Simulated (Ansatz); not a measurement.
# CHClF2 (SMILES FC(F)Cl): BHLYP/6-311+G(d,p)

What is the electronic atomisation energy of CHClF2 at BHLYP/6-311+G**? 

The calculation is run with Ansatz 0.2.0.

69 further runs of the same task are left out: 69 set aside as unsound or not needed.

**1. The structure to begin with**

CHClF2 has 5 atoms, charge 0, and is taken as a singlet. SMILES: `FC(F)Cl`. Geometry: relaxed at PBE0-D4/def2-TZVP.

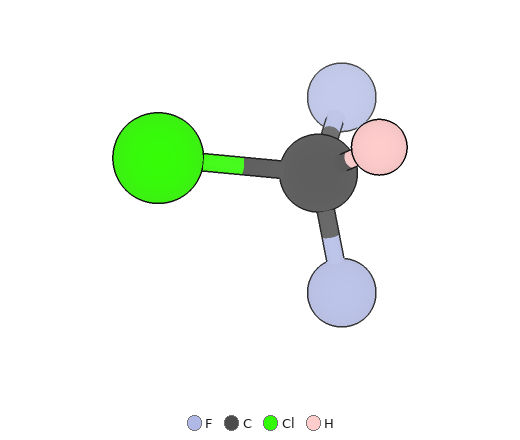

The structure, seen from a chosen angle (fluorine light blue, carbon dark grey, chlorine green, hydrogen pink).

**2. A single-point energy at BHLYP/6-311+G(d,p)**

molecule.yaml reads:

```yaml
crystal:
  periodic: [false, false, false]
  atoms:
    - {symbol: F, position_ang: [0.038900, -0.568100, 1.222300]}
    - {symbol: C, position_ang: [0.109400, 0.023600, 0.028300]}
    - {symbol: F, position_ang: [0.844200, -0.745900, -0.776900]}
    - {symbol: Cl, position_ang: [-1.511000, 0.208900, -0.640800]}
    - {symbol: H, position_ang: [0.568600, 1.007800, 0.125800]}
basis:
  gaussian:
    orbitals: 6-311+G_st__st_-spherical.json
hamiltonian:
  xc: {name: BHLYP}
accuracy: high
output:
  orbitals: {seedname: orbitals}
```

The basis set 6-311+G** is read from a file made from the Basis Set Exchange's data (not shown).

Launch:

```
$ ansatz run molecule.yaml --threads 1 --pin off --max-ram 3480MiB --events-out events.jsonl --progress --plain --runs-dir runs
```

Output:

```text
Warning: RAYON_NUM_THREADS=1 ignored (pool sized by the plan → 1); use --threads N
Functional definition: BHLYP
  name "BHLYP"
  parameter a = 0.5
  exchange = (1 - a)*b88_x + a*exact_x
  correlation = lyp_c
1863 factors; integrals over basis functions are off by at most 4.5e-9 eV
mean field evaluation 1: about -19007.6712 eV, gradient 3.2e1 eV
mean field evaluation 2: about -19007.5587 eV, gradient 3.5e1 eV
mean field evaluation 4: about -19009.1090 eV, gradient 5.8e-1 eV
mean field evaluation 8: about -19009.1505 eV, gradient 2.6e-2 eV
mean field evaluation 16: about -19009.1505 eV, gradient 9.3e-6 eV
mean field -19009.15052073 eV, -698.5733967719 hartree, gradient 2.9e-8 eV, S^2 0.000000; 0 other end points of the search recorded, 0 dependent functions left out
reference -19009.15054819 eV, -698.5733977809 hartree; 21, 21 occupied and 81, 81 virtual orbitals, 1863 factors
Total energy: -19009.15054819 eV, -698.5733977809 hartree
```

Run time: 6.9 s. Hardware: 1 thread of Arm Neoverse V1, shared host; peak memory 0.3 GiB.

**3. The C atom**

job.yaml reads:

```yaml
crystal:
  periodic: [false, false, false]
  atoms:
    - {symbol: C, position_ang: [0.000000, 0.000000, 0.000000]}
basis:
  gaussian: {orbitals: 6-311+G_st__st_.json}
magnetization: {spin_polarized: true, initial_magnetization: 2}
hamiltonian: {xc: {name: BHLYP}}
accuracy: high
```

The basis set 6-311+G** is read from a file made from the Basis Set Exchange's data (not shown).

Launch:

```
$ ansatz run job.yaml --threads 1 --pin off --max-ram 3480MiB --events-out events.jsonl --progress --plain --runs-dir runs
```

Output:

```text
Warning: RAYON_NUM_THREADS=1 ignored (pool sized by the plan → 1); use --threads N
[... 5 set-up lines as earlier in the session ...]
169 factors; integrals over basis functions are off by at most 2.6e-9 eV
mean field evaluation 1: about -1029.7162 eV, gradient 4.2e0 eV
mean field evaluation 2: about -1029.8190 eV, gradient 8.3e-1 eV
mean field evaluation 4: about -1029.8251 eV, gradient 2.2e-1 eV
mean field evaluation 8: about -1029.8254 eV, gradient 1.5e-4 eV
mean field -1029.82535387 eV, -37.8453837140 hartree, gradient 6.1e-8 eV, S^2 2.004090; 0 other end points of the search recorded, 0 dependent functions left out
reference -1029.82537162 eV, -37.8453843664 hartree; 4, 2 occupied and 18, 20 virtual orbitals, 169 factors
Total energy: -1029.82537162 eV, -37.8453843664 hartree
```

Run time: 0.38 s. Hardware: 1 thread of Arm Neoverse V1, shared host.

**4. The Cl atom**

input.yaml reads:

```yaml
crystal:
  periodic: [false, false, false]
  atoms:
    - {symbol: Cl, position_ang: [0.000000, 0.000000, 0.000000]}
basis:
  gaussian:
    orbitals: 6-311+G_st__st_-spherical.json
magnetization:
  spin_polarized: true
  initial_magnetization: 1
hamiltonian:
  xc: {name: BHLYP}
accuracy: high
```

The basis set 6-311+G** is read from a file made from the Basis Set Exchange's data (not shown).

Run the same way, it converges to -460.15540 Eh (log not shown).

**5. The F atom at the same level**

job.yaml reads:

```yaml
crystal:
  periodic: [false, false, false]
  atoms:
    - {symbol: F, position_ang: [0.000000, 0.000000, 0.000000]}
basis:
  gaussian:
    orbitals: 6-311+G_st__st_.json
accuracy: high
hamiltonian:
  xc: {name: BHLYP}
total_charge: 0
magnetization:
  spin_polarized: true
  initial_magnetization: 1
```

The basis set 6-311+G** is read from a file made from the Basis Set Exchange's data (not shown).

Run the same way, it converges to -99.73430 Eh (log not shown).

**6. The H atom, same level**

input.yaml reads:

```yaml
basis:
  gaussian:
    orbitals: 6-311+G_st__st_.json
crystal:
  periodic: [false, false, false]
  atoms:
    - {symbol: H, position_ang: [0.000000, 0.000000, 0.000000]}
accuracy: high
magnetization:
  spin_polarized: true
  initial_magnetization: 1
hamiltonian:
  xc: {name: BHLYP}
```

The basis set 6-311+G** is read from a file made from the Basis Set Exchange's data (not shown).

Run the same way, it converges to -0.49855 Eh (log not shown).

**7. What came out**

At BHLYP/6-311+G**:

| quantity | value |
| --- | --- |
| molecule: total energy | -698.57340 Eh |
| molecule: HOMO energy | -11.09 eV |
| molecule: LUMO energy | 0.63 eV |
| molecule: HOMO–LUMO gap | 11.72 eV |
| C atom: total energy | -37.84538 Eh |
| C atom: ⟨S²⟩ | 2.004 |
| Cl atom: total energy | -460.15540 Eh |
| Cl atom: ⟨S²⟩ | 0.753 |
| F atom: total energy | -99.73430 Eh |
| F atom: ⟨S²⟩ | 0.752 |
| H atom: total energy | -0.49855 Eh |
| H atom: ⟨S²⟩ | 0.750 |
| electronic atomisation energy | 16.475 eV |

Taking the molecule apart into free atoms costs 16.48 eV (380 kcal/mol), before zero-point energy and without spin-orbit coupling.
